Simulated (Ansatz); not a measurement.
## Molecular dynamics, with input and output: SiNH₆Br (part 1 of 4)

System: SiNH₆Br.
Method: RKS CAM-B3LYP-D4/def2-SVP (Ansatz 0.2.0).

It belongs to a series of runs on one base structure; here: dynamics from the highest image of the converged band. Figures and captions count atoms from 1; the log counts them from 0 in places.

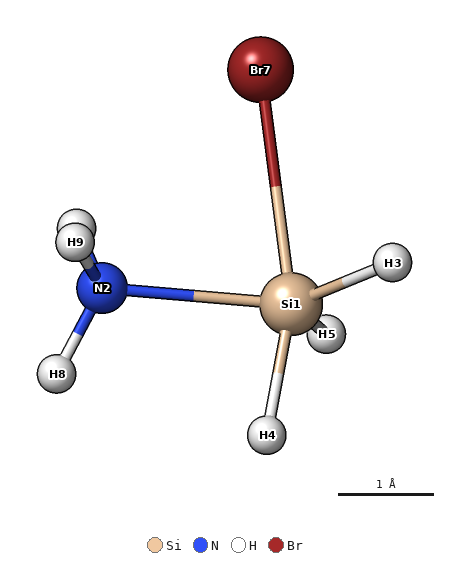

Fig. 1: The structure as given in the input (ball-and-stick view, seen at a tilt; atoms are numbered from 1 in the order of the input).

## Results in brief

```json
{"quantity": "outcome", "value": "finished"}
{"quantity": "mean temperature over the second half", "value": "526 K"}
{"quantity": "trajectory", "value": "200 steps, 100 fs"}
{"quantity": "ensemble", "value": "nve"}
{"quantity": "temperature in the input", "value": "300.0 K"}
{"quantity": "time step", "value": "0.5 fs"}
{"quantity": "potential energy (last step)", "value": "−79502.9361 eV"}
{"quantity": "mean-field energy (last step)", "value": "−79502.7963 eV"}
{"quantity": "largest force (length of the vector) (last step)", "value": "2.599 eV/Å"}
{"quantity": "hardware", "value": "2 threads of Intel Xeon (Granite Rapids), 16 GiB of memory available, shared host"}
{"quantity": "wall time", "value": "4.6 min (CPU time 8.6 min)"}
{"quantity": "peak memory", "value": "0.26 GiB"}
```

## Notes

So short a trajectory is not equilibrated.

## Input file
```yaml
crystal:
  periodic: [false, false, false]
  atoms:
    - { symbol: Si, position_ang: [-0.545027, 0.709404, -0.267097] }
    - { symbol: "N", position_ang: [0.3753, -0.871254, 0.533928] }
    - { symbol: H, position_ang: [-1.26097, 0.923429, -1.551377] }
    - { symbol: H, position_ang: [-1.733846, 0.25887, 0.571489] }
    - { symbol: H, position_ang: [-0.056209, 1.891184, 0.477751] }
    - { symbol: H, position_ang: [1.378917, -0.660535, 0.577737] }
    - { symbol: Br, position_ang: [1.554098, 0.551585, -1.682669] }
    - { symbol: H, position_ang: [-0.005881, -1.136758, 1.447024] }
    - { symbol: H, position_ang: [0.293717, -1.665926, -0.106988] }
basis:
  gaussian: { orbitals: def2-SVP }
hamiltonian:
  xc: cam_b3lyp
  dispersion: d4
md:
  timestep: 0.5
  n_steps: 200
  ensemble: nve
  temperature: 300.0
  initial_velocities: maxwell_boltzmann
  seed: 5711
```

Launched with:
```bash
ansatz run input.yaml --threads 2 --pin off --max-ram 3072MiB --backend cpu --events-out ev --progress --plain --runs-dir out
```

## Output
```
Engine: ansatz 0.2.0, x86_64-unknown-linux-gnu
Functional definition: CAM-B3LYP
  parameter alpha = 0.19
  parameter beta = 0.46
  parameter omega = 0.33/bohr
  parameter ac = 0.81
  exchange = (1 - alpha - beta)*b88_x + beta*b88_x_sr(omega) + alpha*exact_x + beta*exact_x_lr(omega)
  correlation = (1 - ac)*vwn5_c + ac*lyp_c
989 factors; integrals over basis functions are off by at most 4.0e-4 eV
331 factors; integrals over basis functions are off by at most 6.9e-7 eV
mean field evaluation 1: about -79500.3042 eV, gradient 3.4e1 eV
mean field evaluation 2: about -79500.5520 eV, gradient 3.3e1 eV
mean field evaluation 4: about -79502.6756 eV, gradient 1.1e0 eV
mean field evaluation 8: about -79502.6836 eV, gradient 8.3e-3 eV
mean field -79502.68356053 eV, -2921.6697319951 hartree, gradient 5.8e-6 eV, S^2 0.000000; 0 other end points of the search recorded, 0 dependent functions left out
the calculation of the forces begins
reference -79502.68368406 eV, -2921.6697365346 hartree; 31, 31 occupied and 63, 63 virtual orbitals, 989 factors
md step     0: t =     0.00 fs  T =   300.0 K  F+E_penalty+E_count = -79502.83461457 eV  E_kin = 0.271446 eV  conserved = -79502.56316857 eV  (25 SCF iters)
these checks for a lower state are left out or cut short: starts, cluster_reference, orbital_swaps, neighbouring_geometries, increment
989 factors; integrals over basis functions are off by at most 4.0e-4 eV
331 factors; integrals over basis functions are off by at most 6.9e-7 eV
mean field evaluation 16: about -79502.6672 eV, gradient 9.5e-1 eV
mean field -79502.67507893 eV, -2921.6694203020 hartree, gradient 2.5e-5 eV, S^2 0.000000; 0 other end points of the search recorded, 0 dependent functions left out
the calculation of the forces begins
reference -79502.67520246 eV, -2921.6694248415 hartree; 31, 31 occupied and 63, 63 virtual orbitals, 989 factors
md step     1: t =     0.50 fs  T =   290.8 K  F+E_penalty+E_count = -79502.82611125 eV  E_kin = 0.263117 eV  conserved = -79502.56299440 eV  (26 SCF iters)
[... from here on the SCF iterations and repeated set-up lines of each step are left out, up to the last step ...]
md step     2: t =     1.00 fs  T =   266.5 K  F+E_penalty+E_count = -79502.80365194 eV  E_kin = 0.241156 eV  conserved = -79502.56249551 eV  (26 SCF iters)
md step     3: t =     1.50 fs  T =   235.5 K  F+E_penalty+E_count = -79502.77500901 eV  E_kin = 0.213128 eV  conserved = -79502.56188100 eV  (26 SCF iters)
md step     4: t =     2.00 fs  T =   208.0 K  F+E_penalty+E_count = -79502.74966297 eV  E_kin = 0.188218 eV  conserved = -79502.56144450 eV  (26 SCF iters)
md step     5: t =     2.50 fs  T =   191.2 K  F+E_penalty+E_count = -79502.73435241 eV  E_kin = 0.172964 eV  conserved = -79502.56138798 eV  (23 SCF iters)
md step     6: t =     3.00 fs  T =   186.0 K  F+E_penalty+E_count = -79502.73002317 eV  E_kin = 0.168335 eV  conserved = -79502.56168773 eV  (26 SCF iters)
md step     7: t =     3.50 fs  T =   187.9 K  F+E_penalty+E_count = -79502.73212735 eV  E_kin = 0.169997 eV  conserved = -79502.56213043 eV  (26 SCF iters)
md step     8: t =     4.00 fs  T =   189.3 K  F+E_penalty+E_count = -79502.73379315 eV  E_kin = 0.171319 eV  conserved = -79502.56247369 eV  (26 SCF iters)
md step     9: t =     4.50 fs  T =   184.5 K  F+E_penalty+E_count = -79502.72954291 eV  E_kin = 0.166965 eV  conserved = -79502.56257762 eV  (26 SCF iters)
md step    10: t =     5.00 fs  T =   171.5 K  F+E_penalty+E_count = -79502.71756265 eV  E_kin = 0.155134 eV  conserved = -79502.56242892 eV  (26 SCF iters)
md step    11: t =     5.50 fs  T =   152.4 K  F+E_penalty+E_count = -79502.70002518 eV  E_kin = 0.137922 eV  conserved = -79502.56210308 eV  (26 SCF iters)
md step    12: t =     6.00 fs  T =   132.9 K  F+E_penalty+E_count = -79502.68194770 eV  E_kin = 0.120222 eV  conserved = -79502.56172530 eV  (26 SCF iters)
md step    13: t =     6.50 fs  T =   119.1 K  F+E_penalty+E_count = -79502.66919721 eV  E_kin = 0.107757 eV  conserved = -79502.56144055 eV  (24 SCF iters)
md step    14: t =     7.00 fs  T =   115.8 K  F+E_penalty+E_count = -79502.66619216 eV  E_kin = 0.104821 eV  conserved = -79502.56137097 eV  (24 SCF iters)
md step    15: t =     7.50 fs  T =   124.3 K  F+E_penalty+E_count = -79502.67400037 eV  E_kin = 0.112438 eV  conserved = -79502.56156272 eV  (24 SCF iters)
md step    16: t =     8.00 fs  T =   141.1 K  F+E_penalty+E_count = -79502.68963064 eV  E_kin = 0.127672 eV  conserved = -79502.56195899 eV  (26 SCF iters)
md step    17: t =     8.50 fs  T =   159.7 K  F+E_penalty+E_count = -79502.70693801 eV  E_kin = 0.144521 eV  conserved = -79502.56241731 eV  (26 SCF iters)
md step    18: t =     9.00 fs  T =   172.5 K  F+E_penalty+E_count = -79502.71886596 eV  E_kin = 0.156104 eV  conserved = -79502.56276230 eV  (26 SCF iters)
md step    19: t =     9.50 fs  T =   173.9 K  F+E_penalty+E_count = -79502.72021149 eV  E_kin = 0.157368 eV  conserved = -79502.56284310 eV  (26 SCF iters)
md step    20: t =    10.00 fs  T =   162.9 K  F+E_penalty+E_count = -79502.70996972 eV  E_kin = 0.147379 eV  conserved = -79502.56259031 eV  (26 SCF iters)
md step    21: t =    10.50 fs  T =   144.0 K  F+E_penalty+E_count = -79502.69232584 eV  E_kin = 0.130252 eV  conserved = -79502.56207341 eV  (26 SCF iters)
md step    22: t =    11.00 fs  T =   125.9 K  F+E_penalty+E_count = -79502.67545482 eV  E_kin = 0.113938 eV  conserved = -79502.56151720 eV  (26 SCF iters)
md step    23: t =    11.50 fs  T =   118.0 K  F+E_penalty+E_count = -79502.66799257 eV  E_kin = 0.106779 eV  conserved = -79502.56121330 eV  (24 SCF iters)
md step    24: t =    12.00 fs  T =   125.2 K  F+E_penalty+E_count = -79502.67461187 eV  E_kin = 0.113274 eV  conserved = -79502.56133741 eV  (23 SCF iters)
md step    25: t =    12.50 fs  T =   145.4 K  F+E_penalty+E_count = -79502.69339967 eV  E_kin = 0.131579 eV  conserved = -79502.56182049 eV  (24 SCF iters)
md step    26: t =    13.00 fs  T =   170.7 K  F+E_penalty+E_count = -79502.71688541 eV  E_kin = 0.154482 eV  conserved = -79502.56240341 eV  (26 SCF iters)
md step    27: t =    13.50 fs  T =   191.3 K  F+E_penalty+E_count = -79502.73594590 eV  E_kin = 0.173132 eV  conserved = -79502.56281390 eV  (26 SCF iters)
md step    28: t =    14.00 fs  T =   200.2 K  F+E_penalty+E_count = -79502.74401423 eV  E_kin = 0.181111 eV  conserved = -79502.56290283 eV  (26 SCF iters)
md step    29: t =    14.50 fs  T =   195.4 K  F+E_penalty+E_count = -79502.73950067 eV  E_kin = 0.176830 eV  conserved = -79502.56267020 eV  (26 SCF iters)
md step    30: t =    15.00 fs  T =   180.9 K  F+E_penalty+E_count = -79502.72588798 eV  E_kin = 0.163658 eV  conserved = -79502.56222956 eV  (26 SCF iters)
md step    31: t =    15.50 fs  T =   163.8 K  F+E_penalty+E_count = -79502.70997857 eV  E_kin = 0.148220 eV  conserved = -79502.56175884 eV  (26 SCF iters)
md step    32: t =    16.00 fs  T =   152.1 K  F+E_penalty+E_count = -79502.69909059 eV  E_kin = 0.137649 eV  conserved = -79502.56144135 eV  (23 SCF iters)
md step    33: t =    16.50 fs  T =   151.2 K  F+E_penalty+E_count = -79502.69817686 eV  E_kin = 0.136780 eV  conserved = -79502.56139700 eV  (23 SCF iters)
md step    34: t =    17.00 fs  T =   161.7 K  F+E_penalty+E_count = -79502.70795456 eV  E_kin = 0.146324 eV  conserved = -79502.56163039 eV  (24 SCF iters)
md step    35: t =    17.50 fs  T =   179.9 K  F+E_penalty+E_count = -79502.72481389 eV  E_kin = 0.162778 eV  conserved = -79502.56203562 eV  (26 SCF iters)
md step    36: t =    18.00 fs  T =   198.9 K  F+E_penalty+E_count = -79502.74245221 eV  E_kin = 0.180003 eV  conserved = -79502.56244956 eV  (26 SCF iters)
md step    37: t =    18.50 fs  T =   211.9 K  F+E_penalty+E_count = -79502.75444979 eV  E_kin = 0.191740 eV  conserved = -79502.56271026 eV  (26 SCF iters)
md step    38: t =    19.00 fs  T =   214.6 K  F+E_penalty+E_count = -79502.75683513 eV  E_kin = 0.194130 eV  conserved = -79502.56270465 eV  (26 SCF iters)
md step    39: t =    19.50 fs  T =   207.1 K  F+E_penalty+E_count = -79502.74983930 eV  E_kin = 0.187427 eV  conserved = -79502.56241261 eV  (26 SCF iters)
md step    40: t =    20.00 fs  T =   194.7 K  F+E_penalty+E_count = -79502.73812341 eV  E_kin = 0.176176 eV  conserved = -79502.56194693 eV  (26 SCF iters)
md step    41: t =    20.50 fs  T =   185.0 K  F+E_penalty+E_count = -79502.72893291 eV  E_kin = 0.167393 eV  conserved = -79502.56154027 eV  (26 SCF iters)
md step    42: t =    21.00 fs  T =   184.6 K  F+E_penalty+E_count = -79502.72850386 eV  E_kin = 0.167074 eV  conserved = -79502.56142947 eV  (24 SCF iters)
md step    43: t =    21.50 fs  T =   195.4 K  F+E_penalty+E_count = -79502.73850137 eV  E_kin = 0.176809 eV  conserved = -79502.56169270 eV  (26 SCF iters)
md step    44: t =    22.00 fs  T =   212.9 K  F+E_penalty+E_count = -79502.75484882 eV  E_kin = 0.192657 eV  conserved = -79502.56219220 eV  (26 SCF iters)
md step    45: t =    22.50 fs  T =   228.9 K  F+E_penalty+E_count = -79502.76981342 eV  E_kin = 0.207145 eV  conserved = -79502.56266818 eV  (26 SCF iters)
md step    46: t =    23.00 fs  T =   235.4 K  F+E_penalty+E_count = -79502.77593375 eV  E_kin = 0.213031 eV  conserved = -79502.56290251 eV  (26 SCF iters)
md step    47: t =    23.50 fs  T =   228.4 K  F+E_penalty+E_count = -79502.76942676 eV  E_kin = 0.206619 eV  conserved = -79502.56280750 eV  (26 SCF iters)
md step    48: t =    24.00 fs  T =   209.1 K  F+E_penalty+E_count = -79502.75163691 eV  E_kin = 0.189207 eV  conserved = -79502.56242982 eV  (26 SCF iters)
md step    49: t =    24.50 fs  T =   184.0 K  F+E_penalty+E_count = -79502.72836500 eV  E_kin = 0.166451 eV  conserved = -79502.56191386 eV  (26 SCF iters)
md step    50: t =    25.00 fs  T =   161.5 K  F+E_penalty+E_count = -79502.70761707 eV  E_kin = 0.146167 eV  conserved = -79502.56144981 eV  (26 SCF iters)
md step    51: t =    25.50 fs  T =   149.7 K  F+E_penalty+E_count = -79502.69662169 eV  E_kin = 0.135416 eV  conserved = -79502.56120540 eV  (24 SCF iters)
md step    52: t =    26.00 fs  T =   152.5 K  F+E_penalty+E_count = -79502.69920492 eV  E_kin = 0.137947 eV  conserved = -79502.56125829 eV  (24 SCF iters)
md step    53: t =    26.50 fs  T =   169.1 K  F+E_penalty+E_count = -79502.71456214 eV  E_kin = 0.152993 eV  conserved = -79502.56156955 eV  (24 SCF iters)
md step    54: t =    27.00 fs  T =   194.3 K  F+E_penalty+E_count = -79502.73784252 eV  E_kin = 0.175830 eV  conserved = -79502.56201301 eV  (26 SCF iters)
md step    55: t =    27.50 fs  T =   220.7 K  F+E_penalty+E_count = -79502.76211469 eV  E_kin = 0.199682 eV  conserved = -79502.56243295 eV  (26 SCF iters)
md step    56: t =    28.00 fs  T =   241.1 K  F+E_penalty+E_count = -79502.78084661 eV  E_kin = 0.218158 eV  conserved = -79502.56268831 eV  (26 SCF iters)
md step    57: t =    28.50 fs  T =   251.4 K  F+E_penalty+E_count = -79502.79016037 eV  E_kin = 0.227477 eV  conserved = -79502.56268314 eV  (26 SCF iters)
md step    58: t =    29.00 fs  T =   251.9 K  F+E_penalty+E_count = -79502.79030905 eV  E_kin = 0.227903 eV  conserved = -79502.56240576 eV  (26 SCF iters)
md step    59: t =    29.50 fs  T =   247.3 K  F+E_penalty+E_count = -79502.78575294 eV  E_kin = 0.223783 eV  conserved = -79502.56197032 eV  (26 SCF iters)
md step    60: t =    30.00 fs  T =   245.0 K  F+E_penalty+E_count = -79502.78328724 eV  E_kin = 0.221685 eV  conserved = -79502.56160259 eV  (26 SCF iters)
md step    61: t =    30.50 fs  T =   250.9 K  F+E_penalty+E_count = -79502.78856079 eV  E_kin = 0.227038 eV  conserved = -79502.56152305 eV  (26 SCF iters)
md step    62: t =    31.00 fs  T =   266.3 K  F+E_penalty+E_count = -79502.80277100 eV  E_kin = 0.240979 eV  conserved = -79502.56179242 eV  (26 SCF iters)
md step    63: t =    31.50 fs  T =   286.8 K  F+E_penalty+E_count = -79502.82177935 eV  E_kin = 0.259518 eV  conserved = -79502.56226148 eV  (26 SCF iters)
md step    64: t =    32.00 fs  T =   304.7 K  F+E_penalty+E_count = -79502.83836657 eV  E_kin = 0.275693 eV  conserved = -79502.56267326 eV  (26 SCF iters)
md step    65: t =    32.50 fs  T =   313.1 K  F+E_penalty+E_count = -79502.84613599 eV  E_kin = 0.283317 eV  conserved = -79502.56281900 eV  (26 SCF iters)
md step    66: t =    33.00 fs  T =   309.6 K  F+E_penalty+E_count = -79502.84275426 eV  E_kin = 0.280123 eV  conserved = -79502.56263135 eV  (26 SCF iters)
md step    67: t =    33.50 fs  T =   297.1 K  F+E_penalty+E_count = -79502.83105715 eV  E_kin = 0.268865 eV  conserved = -79502.56219259 eV  (26 SCF iters)
md step    68: t =    34.00 fs  T =   283.0 K  F+E_penalty+E_count = -79502.81779995 eV  E_kin = 0.256108 eV  conserved = -79502.56169168 eV  (26 SCF iters)
md step    69: t =    34.50 fs  T =   275.6 K  F+E_penalty+E_count = -79502.81072608 eV  E_kin = 0.249384 eV  conserved = -79502.56134254 eV  (26 SCF iters)
md step    70: t =    35.00 fs  T =   280.7 K  F+E_penalty+E_count = -79502.81525343 eV  E_kin = 0.253969 eV  conserved = -79502.56128433 eV  (24 SCF iters)
md step    71: t =    35.50 fs  T =   299.3 K  F+E_penalty+E_count = -79502.83230287 eV  E_kin = 0.270783 eV  conserved = -79502.56151960 eV  (24 SCF iters)
md step    72: t =    36.00 fs  T =   327.5 K  F+E_penalty+E_count = -79502.85821492 eV  E_kin = 0.296284 eV  conserved = -79502.56193084 eV  (26 SCF iters)
md step    73: t =    36.50 fs  T =   358.3 K  F+E_penalty+E_count = -79502.88653653 eV  E_kin = 0.324182 eV  conserved = -79502.56235407 eV  (26 SCF iters)
md step    74: t =    37.00 fs  T =   384.6 K  F+E_penalty+E_count = -79502.91061504 eV  E_kin = 0.347975 eV  conserved = -79502.56263958 eV  (26 SCF iters)
md step    75: t =    37.50 fs  T =   401.5 K  F+E_penalty+E_count = -79502.92599657 eV  E_kin = 0.363311 eV  conserved = -79502.56268568 eV  (26 SCF iters)
md step    76: t =    38.00 fs  T =   408.5 K  F+E_penalty+E_count = -79502.93205210 eV  E_kin = 0.369593 eV  conserved = -79502.56245921 eV  (26 SCF iters)
md step    77: t =    38.50 fs  T =   409.4 K  F+E_penalty+E_count = -79502.93243026 eV  E_kin = 0.370400 eV  conserved = -79502.56203038 eV  (26 SCF iters)
md step    78: t =    39.00 fs  T =   411.4 K  F+E_penalty+E_count = -79502.93384502 eV  E_kin = 0.372256 eV  conserved = -79502.56158883 eV  (26 SCF iters)
md step    79: t =    39.50 fs  T =   421.9 K  F+E_penalty+E_count = -79502.94310194 eV  E_kin = 0.381732 eV  conserved = -79502.56137022 eV  (26 SCF iters)
md step    80: t =    40.00 fs  T =   444.3 K  F+E_penalty+E_count = -79502.96351341 eV  E_kin = 0.402000 eV  conserved = -79502.56151386 eV  (26 SCF iters)
md step    81: t =    40.50 fs  T =   476.2 K  F+E_penalty+E_count = -79502.99285038 eV  E_kin = 0.430897 eV  conserved = -79502.56195353 eV  (26 SCF iters, 3 dispersion substeps)
md step    82: t =    41.00 fs  T =   510.5 K  F+E_penalty+E_count = -79503.02435103 eV  E_kin = 0.461890 eV  conserved = -79502.56246083 eV  (25 SCF iters, 3 dispersion substeps)
md step    83: t =    41.50 fs  T =   538.7 K  F+E_penalty+E_count = -79503.05017929 eV  E_kin = 0.487388 eV  conserved = -79502.56279105 eV  (26 SCF iters, 3 dispersion substeps)
md step    84: t =    42.00 fs  T =   555.2 K  F+E_penalty+E_count = -79503.06519136 eV  E_kin = 0.502383 eV  conserved = -79502.56280870 eV  (26 SCF iters, 3 dispersion substeps)
md step    85: t =    42.50 fs  T =   559.8 K  F+E_penalty+E_count = -79503.06906899 eV  E_kin = 0.506536 eV  conserved = -79502.56253326 eV  (26 SCF iters, 3 dispersion substeps)
md step    86: t =    43.00 fs  T =   557.0 K  F+E_penalty+E_count = -79503.06605474 eV  E_kin = 0.503940 eV  conserved = -79502.56211504 eV  (26 SCF iters, 3 dispersion substeps)
md step    87: t =    43.50 fs  T =   553.6 K  F+E_penalty+E_count = -79503.06264427 eV  E_kin = 0.500885 eV  conserved = -79502.56175953 eV  (26 SCF iters, 3 dispersion substeps)
md step    88: t =    44.00 fs  T =   555.7 K  F+E_penalty+E_count = -79503.06441459 eV  E_kin = 0.502790 eV  conserved = -79502.56162500 eV  (26 SCF iters, 3 dispersion substeps)
md step    89: t =    44.50 fs  T =   565.7 K  F+E_penalty+E_count = -79503.07356837 eV  E_kin = 0.511823 eV  conserved = -79502.56174548 eV  (26 SCF iters, 3 dispersion substeps)
md step    90: t =    45.00 fs  T =   581.7 K  F+E_penalty+E_count = -79503.08835390 eV  E_kin = 0.526319 eV  conserved = -79502.56203475 eV  (26 SCF iters, 3 dispersion substeps)
md step    91: t =    45.50 fs  T =   599.0 K  F+E_penalty+E_count = -79503.10433339 eV  E_kin = 0.541974 eV  conserved = -79502.56235958 eV  (26 SCF iters, 3 dispersion substeps)
md step    92: t =    46.00 fs  T =   612.1 K  F+E_penalty+E_count = -79503.11646585 eV  E_kin = 0.553863 eV  conserved = -79502.56260237 eV  (26 SCF iters, 3 dispersion substeps)
md step    93: t =    46.50 fs  T =   617.0 K  F+E_penalty+E_count = -79503.12098486 eV  E_kin = 0.558295 eV  conserved = -79502.56269014 eV  (26 SCF iters, 3 dispersion substeps)
md step    94: t =    47.00 fs  T =   612.3 K  F+E_penalty+E_count = -79503.11664101 eV  E_kin = 0.554057 eV  conserved = -79502.56258372 eV  (26 SCF iters, 3 dispersion substeps)
md step    95: t =    47.50 fs  T =   600.2 K  F+E_penalty+E_count = -79503.10532995 eV  E_kin = 0.543043 eV  conserved = -79502.56228697 eV  (26 SCF iters, 3 dispersion substeps)
md step    96: t =    48.00 fs  T =   585.8 K  F+E_penalty+E_count = -79503.09193640 eV  E_kin = 0.530056 eV  conserved = -79502.56188052 eV  (26 SCF iters, 3 dispersion substeps)
md step    97: t =    48.50 fs  T =   576.3 K  F+E_penalty+E_count = -79503.08295450 eV  E_kin = 0.521421 eV  conserved = -79502.56153301 eV  (26 SCF iters, 3 dispersion substeps)
md step    98: t =    49.00 fs  T =   577.3 K  F+E_penalty+E_count = -79503.08382233 eV  E_kin = 0.522386 eV  conserved = -79502.56143671 eV  (26 SCF iters, 3 dispersion substeps)
md step    99: t =    49.50 fs  T =   590.5 K  F+E_penalty+E_count = -79503.09601476 eV  E_kin = 0.534334 eV  conserved = -79502.56168055 eV  (26 SCF iters, 3 dispersion substeps)
md step   100: t =    50.00 fs  T =   611.8 K  F+E_penalty+E_count = -79503.11574473 eV  E_kin = 0.553573 eV  conserved = -79502.56217134 eV  (26 SCF iters, 3 dispersion substeps)
md step   101: t =    50.50 fs  T =   633.0 K  F+E_penalty+E_count = -79503.13541038 eV  E_kin = 0.572731 eV  conserved = -79502.56267960 eV  (26 SCF iters, 3 dispersion substeps)
```
